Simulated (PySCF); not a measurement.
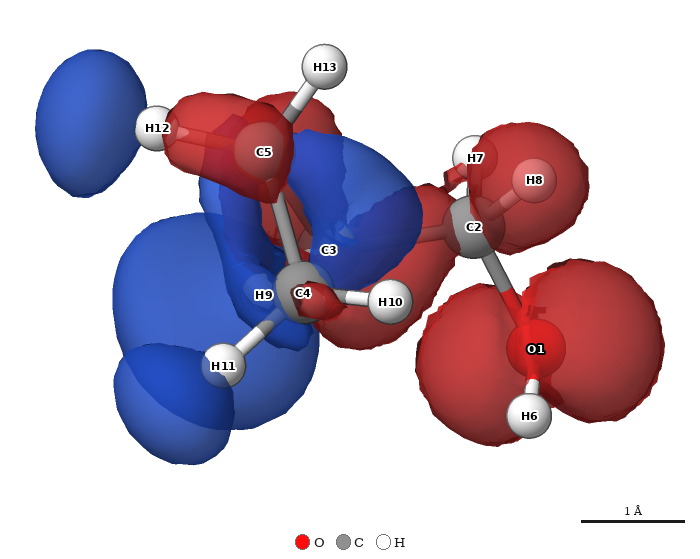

C4H8O, SMILES `OCC1CC1`. Unrelaxed difference density of T₃ less the ground state (TDA triplet states), ±0.02 e/Å³; blue: gain, red: loss.

Method: PBE0/def2-SVP; geometry: GFN2-xTB; program: PySCF. No frequency check shows the geometry to be a minimum. Without diffuse functions Rydberg states are missing, so the states' numbers hold for this basis only.

Q: How does the charge move on excitation?

A: 0.81 e is displaced in all, of which about 0.6 e passes between atoms: O1 (0.41 e) and C2 (0.06 e) lose electrons and H9 (0.23 e) and H12 (0.13 e) gain them. The state: 8.37 eV (148 nm), spin-forbidden from the singlet ground state, partly diffuse acceptor orbital, which a basis without diffuse functions describes poorly; the leading pair carries 99 %; hole on O1 (42 %), C3 (16 %) and C5 (11 %), electron on H9 (25 %), H12 (14 %) and C3 (13 %) (atom shares of so diffuse an orbital are rough); their centroids lie 2.0 Å apart; T₂ lies within 0.1 eV of it.
